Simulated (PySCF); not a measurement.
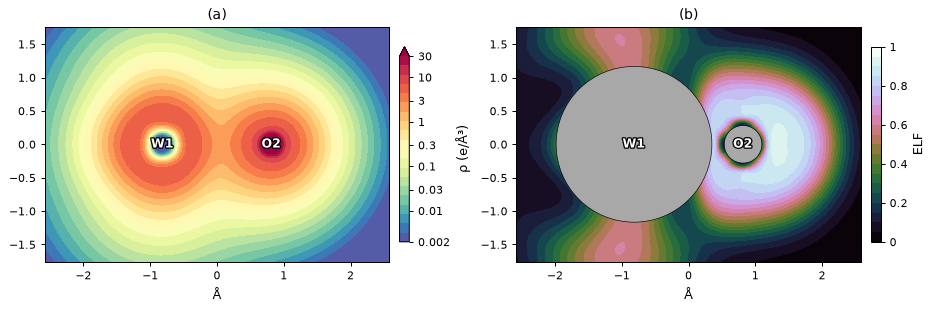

The picture shows: WO (charge +1, quartet). (a) electron density; (b) ELF on a plane that holds the molecular axis. Grey discs cover the atomic cores in the ELF map.

Core potentials replace the inner electrons of W.

Theory: PySCF 2.14.0, PBE0/def2-TZVPPD, non-relativistic Hamiltonian with scalar-relativistic core potentials where named, at a bond length of 1.633 Å.

```xyz
2

W     0.0000    0.0000   -0.1306
O     0.0000    0.0000    1.5024
```

Question: Read the bonding off the picture.

Answer: The plane passes through W and O nuclei. W–O (1.63 Å): ρ is about 2.3 e/Å³ halfway; the ELF peaks at about 0.85 in the valence shell of O, 0.5 Å from its nucleus, and is about 0.40 at the midpoint.
